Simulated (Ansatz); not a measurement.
# GeHCl (triplet): geometry optimisation

Aim: relax a generated start of GeHCl (triplet) and see which bonds hold.

Method: UKS PBE0/def2-TZVP; program: Ansatz 0.2.0, Gaussian basis.

**1. The system as given**

3 atoms, charge 0, spin multiplicity 3.

Atoms are counted from 1 here; the program's logs count them from 0.

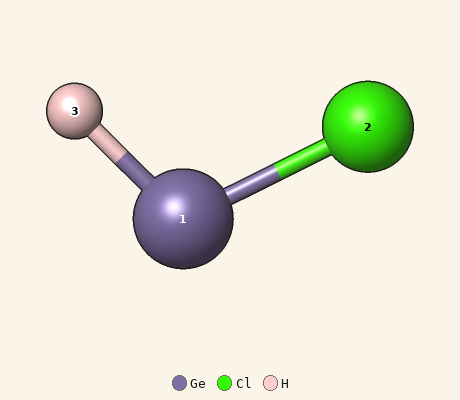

Start geometry, drawn with germanium purple, chlorine green, hydrogen pink; atoms are numbered from 1 in the order of the file.

Geometry (Å):

```xyz
3

Ge   -0.69379   -0.10213   -0.00142
Cl    1.46133    0.17094    0.00289
H    -1.40020    1.34734    0.00054
```

The start was built by rule and, where that kept it together, relaxed with GFN2-xTB. Sticks and bond lists go by distance. No spin-orbit coupling is included. 

**2. The run**

in.yaml reads:

```yaml
crystal:
  periodic: [false, false, false]
  atoms:
    - {symbol: Ge, position_ang: [-0.693794, -0.102126, -0.001419]}
    - {symbol: Cl, position_ang: [1.461329, 0.170941, 0.002893]}
    - {symbol: H, position_ang: [-1.400196, 1.347344, 0.000539]}
basis:
  gaussian: {orbitals: def2-TZVP}
magnetization: {spin_polarized: true, initial_magnetization: 2}
hamiltonian: {xc: pbe0}
relax: {f_tol: 0.004, max_steps: 80}
```

Run with:

```
$ ansatz run in.yaml --threads 1 --pin off --events-out ev --progress --plain --max-ram 2176MiB
```

What does the calculation give? Wanted: energy gained; shift from the start; total energy; dipole moment; ⟨S²⟩.

As calculated:

```
                  quantity           value
                     steps               4
             energy gained        0.039 eV
shift from the start (rms)         0.055 Å
              total energy  -69044.9461 eV
             dipole moment          1.49 D
                      ⟨S²⟩           2.004
```

In words: The bonds of the start are those of the end. Ge1–H3 went from 1.612 to 1.556 Å. No vibrations were run, so this is a stationary point, not a proven minimum, and this spin need not be the ground state's.
